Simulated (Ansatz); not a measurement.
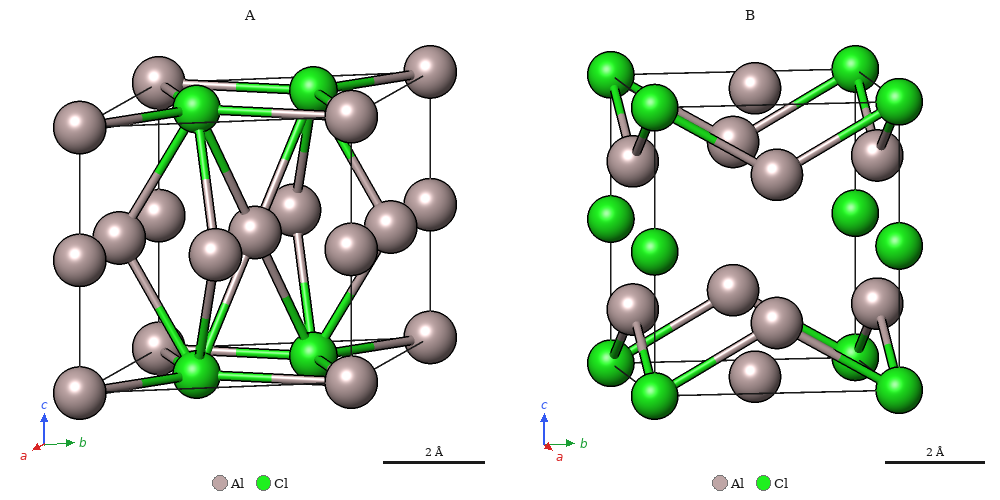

Two structures of Al5Cl2, each relaxed to rest (conventional cells in solid outline, small ones repeated, not to one scale). Method: Ansatz, DFT PBE, scalar-relativistic, plane waves, PAW, without spin polarisation.

### Give the type and space group of each.

A: 7 atoms a cell on a primitive hexagonal lattice, P6/mmm. B: 7 atoms a cell on a primitive tetragonal lattice, P4/mmm.

### Which polymorph is favoured?

A is lower, by 195 meV/atom at this level of theory (energies at zero smearing). Volumes: A 20.3, B 21.4 Å³/atom.

One or both may be structure types tried for this composition rather than known phases.
